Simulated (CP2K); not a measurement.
# NH3 (ammonia) at GFN2-xTB

What is the energy change on altering one bond length of NH3 (ammonia) at GFN2-xTB? 

The calculation is run with CP2K 2026.2.

5 further runs of the same task are left out: 2 that didn't finish, 3 set aside as unsound or not needed.

## Step 1: The system as given

The species is NH3 (4 atoms), meant as a singlet with charge 0. As SMILES, `N`. The shape is that of a PBE0-D4/def2-TZVP optimisation.

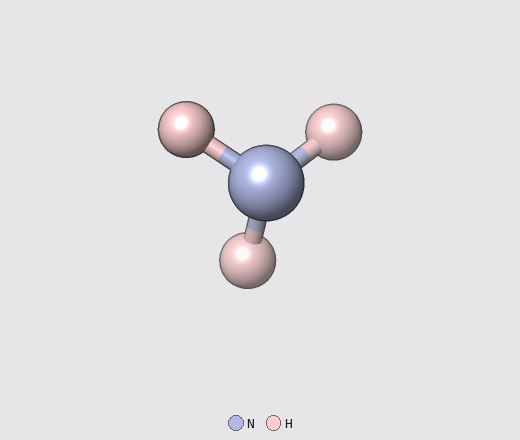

The structure, seen from a chosen angle (nitrogen light blue, hydrogen pink).

## Step 2: The energy at GFN2-xTB

calc.inp

```
&FORCE_EVAL
   METHOD Quickstep
   &DFT
      &QS
         METHOD XTB
         EPS_DEFAULT 1.0E-10
         &XTB
            GFN_TYPE TBLITE
            &TBLITE
               METHOD GFN2
            &END TBLITE
            CHECK_ATOMIC_CHARGES F
         &END XTB
      &END QS
      &POISSON
         PERIODIC NONE
         POISSON_SOLVER ANALYTIC
      &END POISSON
      &SCF
         SCF_GUESS ATOMIC
         EPS_SCF 1.0E-07
         MAX_SCF 150
         ADDED_MOS 2
         &DIAGONALIZATION
            ALGORITHM STANDARD
         &END DIAGONALIZATION
         &MIXING
            METHOD DIRECT_P_MIXING
            ALPHA 0.4
         &END MIXING
         &SMEAR ON
            METHOD FERMI_DIRAC
            ELECTRONIC_TEMPERATURE [K] 300
         &END SMEAR
      &END SCF
      &PRINT
         &MOMENTS
            PERIODIC F
            REFERENCE COM
            MAX_MOMENT 1
         &END MOMENTS
         &MO ON
            ENERGIES T
            OCCUPATION_NUMBERS T
            NDIGITS 6
            &EACH
               QS_SCF 0
            &END EACH
            ADD_LAST NUMERIC
         &END MO
         &HIRSHFELD OFF
         &END HIRSHFELD
      &END PRINT
   &END DFT
   &SUBSYS
      &CELL
         ABC 11.4 10.7 11.5
         PERIODIC NONE
      &END CELL
      &COORD
         N     -0.069910     0.249470     0.110930
         H      0.490470    -0.301820     0.749180
         H     -0.887480    -0.301940    -0.118910
         H      0.466920     0.354280    -0.741200
      &END COORD
      &TOPOLOGY
         &CENTER_COORDINATES
         &END CENTER_COORDINATES
      &END TOPOLOGY
   &END SUBSYS
&END FORCE_EVAL

&GLOBAL
   PROJECT calc
   RUN_TYPE ENERGY
   PRINT_LEVEL MEDIUM
&END GLOBAL
```

Started as:

```bash
OMP_NUM_THREADS=1 cp2k.psmp calc.inp > calc.out
```

What it wrote:

```text
CP2K| version string:                                       CP2K version 2026.2
[...]
 GLOBAL| Method name                                                        CP2K
[...]
 GLOBAL| Run type                                                         ENERGY
[...]
                             - Atoms:                                          4
[...]
                             - Spherical basis functions:                      7
[...]
 Number of electrons:                                                          8
[...]
  *** SCF run converged in     9 steps ***
[...]
  Fermi energy:                                                 0.03251728929838
[...]
 TB_DIPOLE| Moment [Debye]          0.19179202      -0.68442326      -0.30433602
 TB_DIPOLE| Derivative [a.u.]       0.00000000       0.00000000       0.00000000
[...]
 ENERGY| Total FORCE_EVAL ( QS ) energy [hartree]             -4.426220090716003
[...]
```

It took 0.29 s on 1 thread of Arm Neoverse V1, shared host.

## Step 3: The distorted shape, same level

molecule.inp

```
&GLOBAL
  PROJECT molecule
  RUN_TYPE ENERGY
  PRINT_LEVEL MEDIUM
&END GLOBAL

&FORCE_EVAL
  METHOD QUICKSTEP
  &DFT
    ! Quickstep
    &QS
      METHOD XTB
      EPS_DEFAULT 1.0E-10
      &XTB
        GFN_TYPE TBLITE
        &TBLITE
          METHOD GFN2
        &END TBLITE
        CHECK_ATOMIC_CHARGES F
      &END XTB
    &END QS
    &POISSON
      PERIODIC NONE
      POISSON_SOLVER ANALYTIC
    &END POISSON
    &SCF
      SCF_GUESS ATOMIC
      EPS_SCF 1.0E-07
      MAX_SCF 150
      ADDED_MOS 2
      &DIAGONALIZATION
        ALGORITHM STANDARD
      &END DIAGONALIZATION
      &MIXING
        METHOD DIRECT_P_MIXING
        ALPHA 0.4
      &END MIXING
      &SMEAR ON
        METHOD FERMI_DIRAC
        ELECTRONIC_TEMPERATURE [K] 300
      &END SMEAR
    &END SCF
    ! extra output
    &PRINT
      &MOMENTS
        PERIODIC F
        REFERENCE COM
        MAX_MOMENT 1
      &END MOMENTS
      &MO ON
        ENERGIES T
        OCCUPATION_NUMBERS T
        NDIGITS 6
        &EACH
          QS_SCF 0
        &END EACH
        ADD_LAST NUMERIC
      &END MO
      &HIRSHFELD OFF
      &END HIRSHFELD
    &END PRINT
  &END DFT
  ! structure
  &SUBSYS
    ! box in angstrom
    &CELL
      ABC 11.6 10.7 11.9
      PERIODIC NONE
    &END CELL
    &COORD
      N     -0.338349     0.197060     0.537033
      H      0.222031    -0.354230     1.175283
      H     -1.155919    -0.354350     0.307193
      H      0.466920     0.354280    -0.741200
    &END COORD
    &TOPOLOGY
      &CENTER_COORDINATES
      &END CENTER_COORDINATES
    &END TOPOLOGY
  &END SUBSYS
&END FORCE_EVAL
```

Started as:

```bash
OMP_NUM_THREADS=1 cp2k.psmp -i molecule.inp > molecule.out 2>&1
```

What it wrote:

```text
CP2K| version string:                                       CP2K version 2026.2
[...]
 GLOBAL| Method name                                                        CP2K
[...]
 GLOBAL| Run type                                                         ENERGY
[...]
                             - Atoms:                                          4
[...]
                             - Spherical basis functions:                      7
[...]
 Number of electrons:                                                          8
[...]
  *** SCF run converged in    13 steps ***
[...]
  Fermi energy:                                                -0.27482215380969
[...]
 TB_DIPOLE| Moment [Debye]          0.10161299      -0.71395591      -0.16118984
 TB_DIPOLE| Derivative [a.u.]       0.00000000       0.00000000       0.00000000
[...]
 ENERGY| Total FORCE_EVAL ( QS ) energy [hartree]             -4.353772835219185
[...]
```

Wall time 0.28 s (1 thread of Arm Neoverse V1, shared host).

## Step 4: Summary of results

Level: GFN2-xTB.

| quantity | value |
| --- | --- |
| first shape: total energy | -4.42622 Eh |
| first shape: dipole moment (from atomic charges alone) | 0.77 D |
| first shape: HOMO energy | -10.54 eV |
| first shape: LUMO energy | 1.80 eV |
| first shape: HOMO–LUMO gap | 12.34 eV |
| first shape: dispersion energy | -0.96 kJ/mol |
| distorted shape: total energy | -4.35377 Eh |
| distorted shape: dipole moment (from atomic charges alone) | 0.74 D |
| distorted shape: HOMO energy | -10.65 eV |
| distorted shape: LUMO energy | -6.56 eV |
| distorted shape: HOMO–LUMO gap | 4.09 eV |
| distorted shape: dispersion energy | -1.26 kJ/mol |
| energy change with the N1–H4 bond stretched from 1.013 to 1.519 Å | 1.971 eV |

**Reading.** One bond (distorted shape) is far stretched, which a spin-restricted single reference describes badly. With the N1–H4 bond stretched from 1.013 to 1.519 Å the energy rises by 1.97 eV (190 kJ/mol). The first shape isn't relaxed at this level, so the change isn't measured from a minimum. A restricted reference can't describe the breaking bond well at this length. The dipole (first shape) comes from point charges on the atoms alone, without atomic dipoles, so it is partial. The dipole (distorted shape) comes from point charges on the atoms alone, without atomic dipoles, so it is partial.
